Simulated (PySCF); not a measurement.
# H4O3Si: the cost of one run

The runs use PySCF 2.14.0, with density-fitted response routines of our own; the level of theory stands in each step. All values are computed, except where a source is named. Atoms are numbered from 0 throughout.

## 1. The starting structure

8 atoms, charge 0, multiplicity 1; geometry from: PBE0-D3(BJ)/def2-SVP.

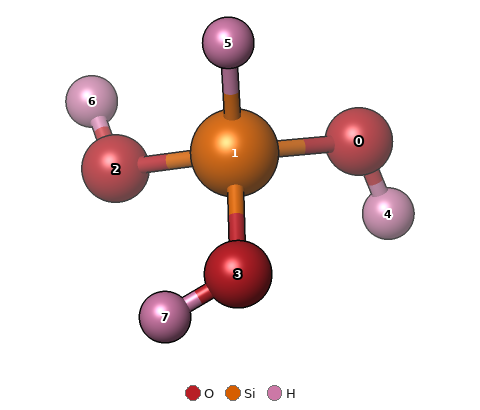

As it starts; oxygen red, silicon orange, hydrogen pink, atoms numbered.

## 2. Excited states and response: wB97X-D/def2-SVPD

The job: settings as JSON, then the geometry in Å.

```
{"job": {"kind": "uv", "xc": "wB97X-D", "basis": "def2-SVPD", "ip": true}, "charge": 0, "multiplicity": 1}
O      0.865727    -0.495489    -1.363464
Si     0.202626    -0.044230     0.077841
O     -1.147162     0.912014    -0.063358
O     -0.335770    -1.389970     0.869211
H      0.391362    -1.180493    -1.845477
H      1.290380     0.675428     0.778190
H     -1.016184     1.805803    -0.392016
H     -1.176932    -1.283582     1.323274
```

With the program's defaults for keys left out, this is: TDDFT wB97X-D/def2-SVPD, vertical, gas phase, core orbitals frozen in the response.

The run is started by

```
$ OMP_NUM_THREADS=1 python probes_run.py task.json out
```

One launch serves the whole session: the jobs run in the order shown.

Q: Estimate the wall time and peak memory of this first job on 1 thread of Arm Neoverse N1, shared host.

About 1.8 min, with a peak of 0.57 GiB.
